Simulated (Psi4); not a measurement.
**GaCl (SMILES [Cl][Ga]) at HF/cc-pVDZ-DK (sfX2C, sweep point 1)**

Aim: the vertical electron affinity of GaCl at HF/cc-pVDZ-DK (sfX2C, sweep point 1), from 2 runs. 

The calculation is run with Psi4 1.11.

## (1) The system as given

GaCl: 2 atoms, total charge 0, spin state singlet. SMILES: `[Cl][Ga]`. The shape is that of a PBE0-D4/def2-TZVP optimisation.

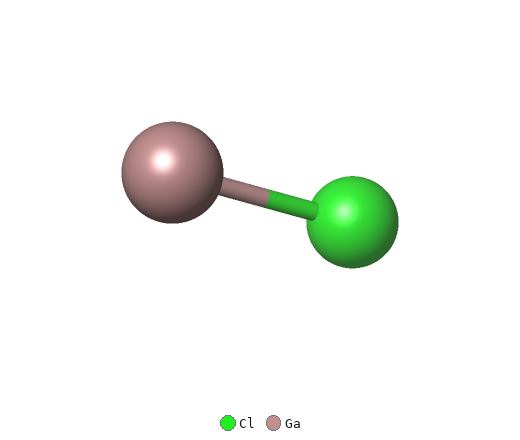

The structure, seen from a chosen angle (chlorine green, gallium pink).

## (2) A single-point energy at HF/cc-pVDZ-DK (sfX2C, sweep point 1)

The input, job.dat:

```
memory 1600 mb

molecule {
  Cl     0.000000     0.000000    -0.023560
  Ga     0.000000     0.000000     2.192160
  units angstrom
  symmetry c1
}

set {
  basis        cc-pVDZ-DK
  puream       true
  scf_type     pk
  relativistic x2c
}

energy_value, wavefunction = energy("scf", return_wfn=True)
```

Run with:

```
$ psi4 -n 1 job.dat job.out
```

job.out:

```text
[...]
  Running in c1 symmetry.
[...]
  Nuclear repulsion =  125.862649623187977
[...]
  Multiplicity = 1
[...]
  Nalpha       = 24
  Nbeta        = 24
[...]
    Number of basis functions: 45
[...]
    WARNING: The X2C and Dirac Hamiltonians have substatially different eigenvalues!
             This is probably caused by the recontraction of the basis set.
[...]
   @RHF iter   1: -2402.60474304843228   -4.49338e+00   1.99796e-02 ADIIS/DIIS
[...]
   @RHF iter   8: -2403.10114532473972   -5.63391e-08   7.92087e-07 DIIS
[...]
    Orbital Energies [Eh]
    ---------------------
    Doubly Occupied:
       1A   -383.719283     2A   -105.166065     3A    -49.315764
       4A    -42.774796     5A    -42.774796     6A    -42.773980
       7A    -10.585415     8A     -7.986612     9A     -7.985020
      10A     -7.985020    11A     -6.609690    12A     -4.555936
      13A     -4.555936    14A     -4.552885    15A     -1.196051
      16A     -1.193636    17A     -1.193636    18A     -1.189977
      19A     -1.189977    20A     -1.047694    21A     -0.544106
      22A     -0.438962    23A     -0.438962    24A     -0.355073
[...]
  @RHF Final Energy: -2403.10114532473972
   => Energetics <=
    Nuclear Repulsion Energy =            125.8626496231879770
    One-Electron Energy =               -3597.6690483761485666
    Two-Electron Energy =                1068.7052534282206580
    Total Energy =                      -2403.1011453247397185
[...]
 Multipole Moments:
 ------------------------------------------------------------------------------------
     Multipole            Electronic (a.u.)      Nuclear  (a.u.)        Total (a.u.)
 ------------------------------------------------------------------------------------
 L = 1.  Multiply by 2.5417464519 to convert [e a0] to [Debye]
 Dipole X            :         -0.0000000            0.0000000           -0.0000000
 Dipole Y            :          0.0000000            0.0000000            0.0000000
 Dipole Z            :          4.5749787           -3.5344566            1.0405221
 Magnitude           :                                                    1.0405221
[...]
```

It took 20 s on 1 thread of Intel Xeon at 2.70GHz, shared host; peak memory 0.42 GiB.

## (3) The doublet anion

The input, calc.dat:

```
memory 1600 MB

molecule {
  -1 2
  Cl     0.000000     0.000000    -0.023560
  Ga     0.000000     0.000000     2.192160
  symmetry c1
}

set {
  reference    uhf
  puream       true
  scf_type     pk
  maxiter      100
  relativistic x2c
}

energy_value, wavefunction = energy('hf/cc-pVDZ-DK', return_wfn=True)
print_variables()
```

Run with:

```
$ psi4 calc.dat calc.out -n 1
```

calc.out:

```text
[...]
  Running in c1 symmetry.
[...]
  Nuclear repulsion =  125.862649623187977
[...]
  Multiplicity = 2
[...]
  Nalpha       = 25
  Nbeta        = 24
[...]
    Number of basis functions: 45
[...]
    WARNING: The X2C and Dirac Hamiltonians have substatially different eigenvalues!
             This is probably caused by the recontraction of the basis set.
[...]
   @UHF iter   1: -2402.37785419426791   -4.26649e+00   2.12085e-02 ADIIS/DIIS
[...]
   @UHF iter  10: -2403.07829218674988   -1.37215e-08   6.16710e-07 DIIS
[...]
   @S^2 Observed:                7.638600868E-01
[...]
    Orbital Energies [Eh]
    ---------------------
    Alpha Occupied:
       1A   -383.464946     2A   -104.959763     3A    -49.061313
       4A    -42.521206     5A    -42.520975     6A    -42.520269
       7A    -10.379361     8A     -7.780609     9A     -7.779971
      10A     -7.779173    11A     -6.353882    12A     -4.301680
      13A     -4.300407    14A     -4.299272    15A     -0.946350
      16A     -0.938154    17A     -0.935799    18A     -0.935178
      19A     -0.933031    20A     -0.845018    21A     -0.341157
      22A     -0.251170    23A     -0.242305    24A     -0.150498
      25A      0.008981
    Alpha Virtual:
[...]
  @UHF Final Energy: -2403.07829218674988
   => Energetics <=
    Nuclear Repulsion Energy =            125.8626496231879770
    One-Electron Energy =               -3608.9026754544506730
    Two-Electron Energy =                1079.9617336445123783
    Total Energy =                      -2403.0782921867503319
  UHF NO Occupations:
  HONO-2 :   23  A 1.9998795
  HONO-1 :   24  A 1.9932741
[...]
 Multipole Moments:
 ------------------------------------------------------------------------------------
     Multipole            Electronic (a.u.)      Nuclear  (a.u.)        Total (a.u.)
 ------------------------------------------------------------------------------------
 L = 1.  Multiply by 2.5417464519 to convert [e a0] to [Debye]
 Dipole X            :         -0.0000000            0.0000000           -0.0000000
 Dipole Y            :          0.0000000            0.0000000            0.0000000
 Dipole Z            :          3.4495014           -3.5344566           -0.0849553
 Magnitude           :                                                    0.0849553
[...]
```

Run time: 21 s. Hardware: 1 thread of Intel Xeon at 2.70GHz, shared host; peak memory 0.42 GiB.

## (4) What came out

Level: HF/cc-pVDZ-DK (sfX2C, sweep point 1).

| quantity | value |
| --- | --- |
| singlet GaCl: total energy | -2403.10115 Eh |
| singlet GaCl: dipole moment | 2.64 D |
| singlet GaCl: HOMO energy | -9.66 eV |
| singlet GaCl: LUMO energy | 0.98 eV |
| singlet GaCl: HOMO–LUMO gap | 10.65 eV |
| doublet anion: total energy | -2403.07829 Eh |
| doublet anion: HOMO energy (highest over α and β) | 0.24 eV |
| doublet anion: LUMO energy (lowest over α and β) | 6.33 eV |
| doublet anion: ⟨S²⟩ | 0.764 |
| vertical electron affinity (to the doublet anion) | -0.622 eV |

In words: The anion lies 0.62 eV (60.0 kJ/mol) above the neutral: the electron isn't bound at this level, and such a value depends on the basis. Without diffuse functions anions come out too high. Hartree–Fock misses the correlation that binds many anions. The HOMO (doublet anion) lies at positive energy, 0.24 eV: the electron is unbound at this level or held by a compact basis; values depend on the basis.
